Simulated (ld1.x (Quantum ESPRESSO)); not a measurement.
# Rb: pseudopotential generation

- system: rubidium (Rb, Z = 37), core [Kr], reference valence 4d0 5s0 5p1, valence charge 1.
- method: TM potential, revPBE, scalar-relativistic, made with ld1.x (Quantum ESPRESSO) 7.5

## Input file
```
 &input
   title='Rb', zed=37., rel=1, dft='REVPBE', iswitch=3,
   config='[Kr] 4d0 5s0 5p1',
   nld=3, rlderiv=4.55, eminld=-2.0, emaxld=5.0, deld=0.02
 /
 &inputp
   pseudotype=2, tm=.true., lloc=1,
   nlcc=.true.,
   file_pseudopw='Rb.UPF', file_wfcaegen='ae.wfc', file_wfcncgen='nc.wfc', file_beta='beta', file_chi='chi'
 /
3
5S  1  0   0.00   0.00  4.05  4.05  0.0
4D  3  2   0.00   0.00  4.20  4.20  0.0
5P  2  1   1.00   0.00  4.20  4.20  0.0
 &test
   configts(1)='4d0 5s0 5p1'
 /
```

## Input of the test run
```
 &input
   title='Rb', zed=37., rel=1, dft='REVPBE', iswitch=2,
   config='[Kr] 4d0 5s0 5p1'
 /
 &test
   file_pseudo='Rb.UPF', nconf=5,
   configts(1)='4d0 5s0 5p1',
   configts(2)='4d0 5s1 5p0',
   configts(3)='4d0 5s0.5 5p0',
   configts(4)='4d1 5s0 5p0',
   configts(5)='4d0.5 5s0.5 5p0'
 /
```

Run as:
```bash
ld1.x < Rb.in > Rb.out
```

## Log
```
     Program LD1 v.7.5
     --------------------------- All-electron run ----------------------------

     Rb
     scalar relativistic calculation

     atomic number is 37.00
     dft =REVPBE   lsd =0 sic =0 latt =0  beta=0.20 tr2=1.0E-14
     Exchange-correlation= REVPBE
                           (   1   4   4   4   0   0   0)
     mesh =1219 r(mesh) = 100.89517 a.u. xmin = -7.00 dx = 0.01250
     1 Ry =  13.60569312 eV, c = 137.03599908

     n l     nl                  e(Ry)          e(Ha)          e(eV)
     1 0     1S 1( 2.00)     -1105.1357      -552.5678    -15036.1369
     2 0     2S 1( 2.00)      -147.7203       -73.8601     -2009.8368
     2 1     2P 1( 6.00)      -130.9440       -65.4720     -1781.5833
     3 0     3S 1( 2.00)       -22.0168       -11.0084      -299.5538
     3 1     3P 1( 6.00)       -16.6364        -8.3182      -226.3503
     4 0     4S 1( 2.00)        -2.4500        -1.2250       -33.3333
     4 1     4P 1( 6.00)        -1.2776        -0.6388       -17.3827
     3 2     3D 1(10.00)        -7.7459        -3.8729      -105.3882
     4 2     4D 1( 0.00)        -0.0441        -0.0220        -0.5998
     5 0     5S 1( 0.00)        -0.2083        -0.1042        -2.8347
     5 1     5P 1( 1.00)        -0.0989        -0.0495        -1.3462

     final scf error:  7.2E-15 reached in  39 iterations

     Etot =   -5962.654648 Ry,   -2981.327324 Ha,  -81126.049346 eV

     Ekin =    6106.765687 Ry,    3053.382843 Ha,   83086.779909 eV
     Encl =  -14365.575582 Ry,   -7182.787791 Ha, -195453.612911 eV
     Eh   =    2497.800056 Ry,    1248.900028 Ha,   33984.301038 eV
     Exc  =    -201.644808 Ry,    -100.822404 Ha,   -2743.517382 eV

     normalization and overlap integrals

     s(1S/1S) =  1.000000  <r> =   0.0403  <r2> =    0.0022  r(max) =   0.0264
     s(2S/2S) =  1.000000  <r> =   0.1778  <r2> =    0.0373  r(max) =   0.1498
     s(2P/2P) =  1.000000  <r> =   0.1551  <r2> =    0.0294  r(max) =   0.1196
     s(3S/3S) =  1.000000  <r> =   0.5104  <r2> =    0.2992  r(max) =   0.4500
     s(3P/3P) =  1.000000  <r> =   0.5186  <r2> =    0.3144  r(max) =   0.4444
     s(4S/4S) =  1.000000  <r> =   1.4551  <r2> =    2.4135  r(max) =   1.2701
     s(4P/4P) =  1.000000  <r> =   1.7171  <r2> =    3.4169  r(max) =   1.4213
     s(3D/3D) =  1.000000  <r> =   0.5252  <r2> =    0.3380  r(max) =   0.3922
     s(4D/4D) =  1.000000  <r> =   7.1624  <r2> =   64.9194  r(max) =   6.4500
     s(5S/5S) =  1.000000  <r> =   5.2474  <r2> =   31.6894  r(max) =   4.1644
     s(5P/5P) =  1.000000  <r> =   7.3080  <r2> =   60.6629  r(max) =   6.4500

     ------------------------ End of All-electron run ------------------------

     --------------------- Generating NC pseudopotential ---------------------

      Generating local pot.: lloc=1, matching radius rcloc =   4.2000

      Computing core charge for nlcc:

       r > 3.77 : true rho core
       r < 3.77 : rho core = a sin(br)/r    a=   0.11  b=   0.75

      Integrated core pseudo-charge :   0.63

      Wfc   5S  rcut= 4.011  Using Troullier-Martins method

      Wfc   4D  rcut= 4.217  Using Troullier-Martins method

     ------------------- End of pseudopotential generation -------------------

     --------------------------- All-electron run ----------------------------

     Rb
     scalar relativistic calculation

     atomic number is 37.00
     dft =REVPBE   lsd =0 sic =0 latt =0  beta=0.20 tr2=1.0E-14
     Exchange-correlation= REVPBE
                           (   1   4   4   4   0   0   0)
     mesh =1219 r(mesh) = 100.89517 a.u. xmin = -7.00 dx = 0.01250
     1 Ry =  13.60569312 eV, c = 137.03599908

     n l     nl                  e(Ry)          e(Ha)          e(eV)
     1 0     1S 1( 2.00)     -1105.1357      -552.5678    -15036.1369
     2 0     2S 1( 2.00)      -147.7203       -73.8601     -2009.8368
     2 1     2P 1( 6.00)      -130.9440       -65.4720     -1781.5833
     3 0     3S 1( 2.00)       -22.0168       -11.0084      -299.5538
     3 1     3P 1( 6.00)       -16.6364        -8.3182      -226.3503
     4 0     4S 1( 2.00)        -2.4500        -1.2250       -33.3333
     4 1     4P 1( 6.00)        -1.2776        -0.6388       -17.3827
     3 2     3D 1(10.00)        -7.7459        -3.8729      -105.3882
     4 2     4D 1( 0.00)        -0.0441        -0.0220        -0.5998
     5 0     5S 1( 0.00)        -0.2083        -0.1042        -2.8347
     5 1     5P 1( 1.00)        -0.0989        -0.0495        -1.3462

     final scf error:  7.2E-15 reached in  39 iterations

     Etot =   -5962.654648 Ry,   -2981.327324 Ha,  -81126.049346 eV

     Ekin =    6106.765687 Ry,    3053.382843 Ha,   83086.779909 eV
     Encl =  -14365.575582 Ry,   -7182.787791 Ha, -195453.612911 eV
     Eh   =    2497.800056 Ry,    1248.900028 Ha,   33984.301038 eV
     Exc  =    -201.644808 Ry,    -100.822404 Ha,   -2743.517382 eV

     normalization and overlap integrals

     s(1S/1S) =  1.000000  <r> =   0.0403  <r2> =    0.0022  r(max) =   0.0264
     s(2S/2S) =  1.000000  <r> =   0.1778  <r2> =    0.0373  r(max) =   0.1498
     s(2P/2P) =  1.000000  <r> =   0.1551  <r2> =    0.0294  r(max) =   0.1196
     s(3S/3S) =  1.000000  <r> =   0.5104  <r2> =    0.2992  r(max) =   0.4500
     s(3P/3P) =  1.000000  <r> =   0.5186  <r2> =    0.3144  r(max) =   0.4444
     s(4S/4S) =  1.000000  <r> =   1.4551  <r2> =    2.4135  r(max) =   1.2701
     s(4P/4P) =  1.000000  <r> =   1.7171  <r2> =    3.4169  r(max) =   1.4213
     s(3D/3D) =  1.000000  <r> =   0.5252  <r2> =    0.3380  r(max) =   0.3922
     s(4D/4D) =  1.000000  <r> =   7.1624  <r2> =   64.9194  r(max) =   6.4500
     s(5S/5S) =  1.000000  <r> =   5.2474  <r2> =   31.6894  r(max) =   4.1644
     s(5P/5P) =  1.000000  <r> =   7.3080  <r2> =   60.6629  r(max) =   6.4500

     ------------------------ End of All-electron run ------------------------

     Computing logarithmic derivative in   4.57383
     Computing logarithmic derivative in   4.57383
     Computing the partial wave expansion
     R is outside the sphere for l=    0 j= 0.00
       no projector for channel:   1
     R is outside the sphere for l=    2 j= 0.00

     ---------------------- Testing the pseudopotential ----------------------

     Rb
     scalar relativistic calculation

     atomic number is 37.00   valence charge is  1.00
     dft =REVPBE   lsd =0 sic =0 latt =0  beta=0.20 tr2=1.0E-14
     mesh =1219 r(mesh) = 100.89517 xmin = -7.00 dx = 0.01250

     n l     nl             e AE (Ry)        e PS (Ry)    De AE-PS (Ry)
     3 2     4D   1( 0.00)       -0.04408       -0.04408        0.00000
     1 0     5S   1( 0.00)       -0.20835       -0.20835       -0.00000
     2 1     5P   1( 1.00)       -0.09895       -0.09895        0.00000

     eps = 9.9E-15  iter = 12

     Etot =   -5962.654648 Ry,   -2981.327324 Ha,  -81126.049346 eV
     Etotps =    -0.366955 Ry,      -0.183477 Ha,      -4.992675 eV

     Ekin =       0.106885 Ry,       0.053442 Ha,       1.454240 eV
     Encl =      -0.285771 Ry,      -0.142886 Ha,      -3.888114 eV
     Ehrt =       0.123505 Ry,       0.061753 Ha,       1.680378 eV
     Ecxc =      -0.311574 Ry,      -0.155787 Ha,      -4.239179 eV
     (Ecc =      -0.174223 Ry,      -0.087111 Ha,      -2.370421 eV)

     ---------------------- End of pseudopotential test ----------------------
```

## Output of the test run (extracts)
```
     ---------------------- Testing the pseudopotential ----------------------

     Rb
     scalar relativistic calculation

     atomic number is 37.00   valence charge is  1.00
     dft =REVPBE   lsd =0 sic =0 latt =0  beta=0.20 tr2=1.0E-14
     mesh =1219 r(mesh) = 100.89517 xmin = -7.00 dx = 0.01250

     n l     nl             e AE (Ry)        e PS (Ry)    De AE-PS (Ry)
     3 2     4D   1( 0.00)       -0.04408       -0.04408        0.00000
     1 0     5S   1( 0.00)       -0.20835       -0.20835       -0.00000
     2 1     5P   1( 1.00)       -0.09895       -0.09895        0.00000

     eps = 1.0E-14  iter = 12

     Etot =   -5962.654649 Ry,   -2981.327324 Ha,  -81126.049346 eV
     Etotps =    -0.366955 Ry,      -0.183477 Ha,      -4.992675 eV

     Ekin =       0.106885 Ry,       0.053442 Ha,       1.454240 eV
     Encl =      -0.285771 Ry,      -0.142886 Ha,      -3.888113 eV
     Ehrt =       0.123505 Ry,       0.061753 Ha,       1.680378 eV
     Ecxc =      -0.311574 Ry,      -0.155787 Ha,      -4.239179 eV
     (Ecc =      -0.174223 Ry,      -0.087111 Ha,      -2.370421 eV)

     ---------------------- End of pseudopotential test ----------------------

     ---------------------- Testing the pseudopotential ----------------------

     Rb
     scalar relativistic calculation

     atomic number is 37.00   valence charge is  1.00
     dft =REVPBE   lsd =0 sic =0 latt =0  beta=0.20 tr2=1.0E-14
     mesh =1219 r(mesh) = 100.89517 xmin = -7.00 dx = 0.01250

     n l     nl             e AE (Ry)        e PS (Ry)    De AE-PS (Ry)
     3 2     4D   1( 0.00)       -0.00156       -0.00047       -0.00109
     1 0     5S   1( 1.00)       -0.16003       -0.14935       -0.01068  !
     2 1     5P   1( 0.00)       -0.05569       -0.05188       -0.00381

     eps = 4.0E-15  iter = 21

     Etot =   -5962.761535 Ry,   -2981.380767 Ha,  -81127.503605 eV
     Etotps =    -0.473815 Ry,      -0.236908 Ha,      -6.446585 eV
     dEtot_ae =      -0.106886 Ry
     dEtot_ps =      -0.106860 Ry,   Delta E=      -0.000026 Ry

     Ekin =       0.084276 Ry,       0.042138 Ha,       1.146637 eV
     Encl =      -0.341131 Ry,      -0.170565 Ha,      -4.641319 eV
     Ehrt =       0.180026 Ry,       0.090013 Ha,       2.449385 eV
     Ecxc =      -0.395631 Ry,      -0.197815 Ha,      -5.382833 eV
     (Ecc =      -0.174223 Ry,      -0.087111 Ha,      -2.370421 eV)
     Epseu=      -0.001356 Ry,      -0.000678 Ha,      -0.018454 eV

     ---------------------- End of pseudopotential test ----------------------

     ---------------------- Testing the pseudopotential ----------------------

     Rb
     scalar relativistic calculation

     atomic number is 37.00   valence charge is  1.00
     dft =REVPBE   lsd =0 sic =0 latt =0  beta=0.20 tr2=1.0E-14
     mesh =1219 r(mesh) = 100.89517 xmin = -7.00 dx = 0.01250

     n l     nl             e AE (Ry)        e PS (Ry)    De AE-PS (Ry)
     3 2     4D   1( 0.00)       -0.11743       -0.11860        0.00117
     1 0     5S   1( 0.50)       -0.29582       -0.29960        0.00378
     2 1     5P   1( 0.00)       -0.16352       -0.16443        0.00092

     eps = 2.0E-15  iter =  9

     Etot =   -5962.648404 Ry,   -2981.324202 Ha,  -81125.964389 eV
     Etotps =    -0.361366 Ry,      -0.180683 Ha,      -4.916631 eV
     dEtot_ae =       0.006244 Ry
     dEtot_ps =       0.005589 Ry,   Delta E=       0.000655 Ry

     Ekin =       0.055331 Ry,       0.027666 Ha,       0.752821 eV
     Encl =      -0.158958 Ry,      -0.079479 Ha,      -2.162740 eV
     Ehrt =       0.046996 Ry,       0.023498 Ha,       0.639410 eV
     Ecxc =      -0.278884 Ry,      -0.139442 Ha,      -3.794409 eV
     (Ecc =      -0.174223 Ry,      -0.087111 Ha,      -2.370421 eV)
     Epseu=      -0.025850 Ry,      -0.012925 Ha,      -0.351713 eV

     ---------------------- End of pseudopotential test ----------------------

     ---------------------- Testing the pseudopotential ----------------------

     Rb
     scalar relativistic calculation

     atomic number is 37.00   valence charge is  1.00
     dft =REVPBE   lsd =0 sic =0 latt =0  beta=0.20 tr2=1.0E-14
     mesh =1219 r(mesh) = 100.89517 xmin = -7.00 dx = 0.01250

     n l     nl             e AE (Ry)        e PS (Ry)    De AE-PS (Ry)
     3 2     4D   1( 1.00)       -0.04687       -0.04659       -0.00028
     1 0     5S   1( 0.00)       -0.20685       -0.20551       -0.00134
     2 1     5P   1( 0.00)       -0.09841       -0.09761       -0.00080

     eps = 8.8E-15  iter = 32

     Etot =   -5962.600979 Ry,   -2981.300489 Ha,  -81125.319129 eV
     Etotps =    -0.313578 Ry,      -0.156789 Ha,      -4.266450 eV
     dEtot_ae =       0.053670 Ry
     dEtot_ps =       0.053377 Ry,   Delta E=       0.000293 Ry

     Ekin =       0.323699 Ry,       0.161849 Ha,       4.404145 eV
     Encl =      -0.251392 Ry,      -0.125696 Ha,      -3.420366 eV
     Ehrt =       0.114001 Ry,       0.057001 Ha,       1.551066 eV
     Ecxc =      -0.319806 Ry,      -0.159903 Ha,      -4.351180 eV
     (Ecc =      -0.174223 Ry,      -0.087111 Ha,      -2.370421 eV)
     Epseu=      -0.180080 Ry,      -0.090040 Ha,      -2.450115 eV

     ---------------------- End of pseudopotential test ----------------------

     ---------------------- Testing the pseudopotential ----------------------

     Rb
     scalar relativistic calculation

     atomic number is 37.00   valence charge is  1.00
     dft =REVPBE   lsd =0 sic =0 latt =0  beta=0.20 tr2=1.0E-14
     mesh =1219 r(mesh) = 100.89517 xmin = -7.00 dx = 0.01250

     n l     nl             e AE (Ry)        e PS (Ry)    De AE-PS (Ry)
     3 2     4D   1( 0.50)       -0.02809       -0.02771       -0.00038
     1 0     5S   1( 0.50)       -0.19064       -0.19164        0.00100
     2 1     5P   1( 0.00)       -0.08069       -0.08015       -0.00054

     eps = 4.1E-15  iter = 21

     Etot =   -5962.681549 Ry,   -2981.340775 Ha,  -81126.415350 eV
     Etotps =    -0.394511 Ry,      -0.197255 Ha,      -5.367589 eV
     dEtot_ae =      -0.026901 Ry
     dEtot_ps =      -0.027556 Ry,   Delta E=       0.000655 Ry

     Ekin =       0.174511 Ry,       0.087256 Ha,       2.374344 eV
     Encl =      -0.277706 Ry,      -0.138853 Ha,      -3.778382 eV
     Ehrt =       0.132730 Ry,       0.066365 Ha,       1.805882 eV
     Ecxc =      -0.340572 Ry,      -0.170286 Ha,      -4.633722 eV
     (Ecc =      -0.174223 Ry,      -0.087111 Ha,      -2.370421 eV)
     Epseu=      -0.083473 Ry,      -0.041737 Ha,      -1.135711 eV

     ---------------------- End of pseudopotential test ----------------------
```

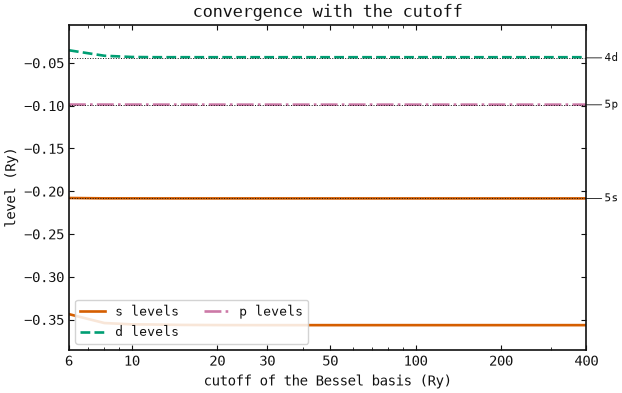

Figure 1. The pseudo-atom Hamiltonian at the reference potential is diagonalised in spherical Bessel functions (20 bohr box) up to the cutoff. Curves: the lowest levels of each channel that holds a bound state. Dotted lines: the all-electron valence levels.

- Ghost states: ghost state below the valence levels: s at -4.8 eV. A ghost is a state of the pseudo-atom that lies below a valence level of its channel, or is bound in a channel without one, and matches no all-electron valence level; bound levels above the valence ones can be real empty states. In Ry: s -0.36.
- Onset of the ghost: the lowest s curve lies clearly below the lowest valence level of its channel already at the lowest cutoff, 6 Ry, and ends at -0.36 Ry.
- All-electron valence levels: 5s: -0.21 Ry; 4d: -0.04 Ry; 5p: -0.10 Ry.

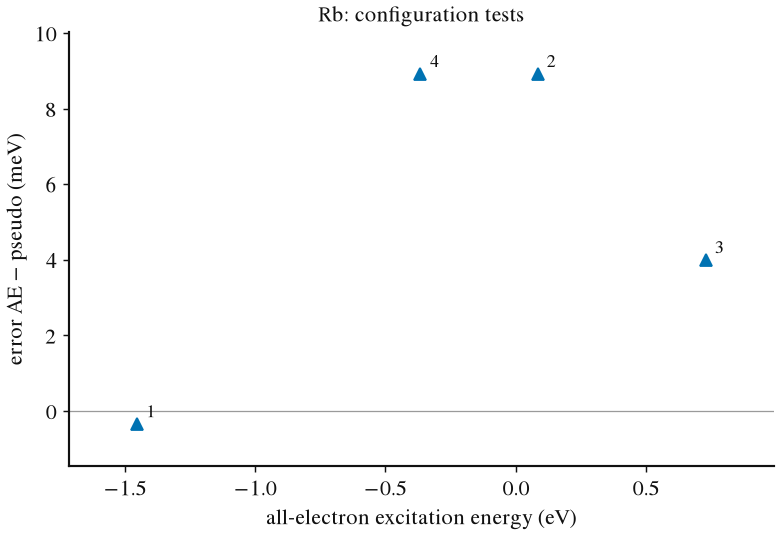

Figure 2. Errors, all-electron minus pseudo, of the energies of valence configurations relative to the unpolarised reference 4d0 5s0 5p1. Points: 1 = 4d0 5s1 5p0; 2 = 4d0 5s0.5 5p0; 3 = 4d1 5s0 5p0; 4 = 4d0.5 5s0.5 5p0.

- Worst configuration: 4d0 5s0.5 5p0 (charge +0.5): the error is +8.9 meV on an all-electron energy of +0.08 eV relative to the reference, or 10 %.
- Configurations within 10 meV and within 50 meV: 4 and 4 of 4.
- Errors in meV: 4d0 5s1 5p0: -0.4; 4d0 5s0.5 5p0: +8.9; 4d1 5s0 5p0: +4.0; 4d0.5 5s0.5 5p0: +8.9. The potential isn't sound: its ghost test gives ghost state below the valence levels: s at -4.8 eV.

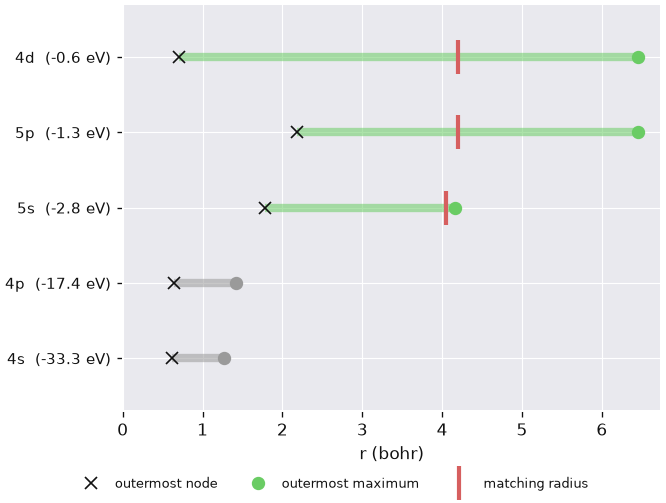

Figure 3. Outer shells of the all-electron reference atom: each bar runs from the outermost node (or the nucleus) to the outermost maximum of u(r); the tick is the radius chosen for the pseudo-wave. Shells without a tick have no pseudo-wave of their own. Levels, nodes and maxima are from ld1.x, scalar-relativistic.

- Radii against the shells: 5s: 4.05 bohr, between node and maximum; 5p: 4.20 bohr, between node and maximum; 4d: 4.20 bohr, between node and maximum.

## Key numbers

- outcome: generated, with a ghost state
- cutoffs needed: 6 Ry or less and 6 Ry or less (the cutoffs, on a coarse ladder, from which the occupation-weighted sum of valence levels, in a spherical-Bessel basis at the reference potential, stays within 10 and 1 mRy of its value at 400 Ry); ghost states and empty shells don't enter this sum
- ghost test: ghost state below the valence levels: s at -4.8 eV (spherical-Bessel basis up to 400 Ry, 20 bohr box)
- largest excitation error: +8.9 meV (all-electron minus pseudo) for 4d0 5s0.5 5p0, out of 4 test configurations
- range over which the phases arctan(r u′/u) at the test radius agree within 0.05 rad (a looser test near the poles than one of phase shifts): s: not judged, since its reference level lies on a steep step; p: between about -1.2 and 0.1 Ry; d: up to about 0.4 Ry
- hardware: 1 CPU thread, shared host
- wall time: 1.4 s

## Notes

The potential has a bound ghost state, so it can't be used as it stands.
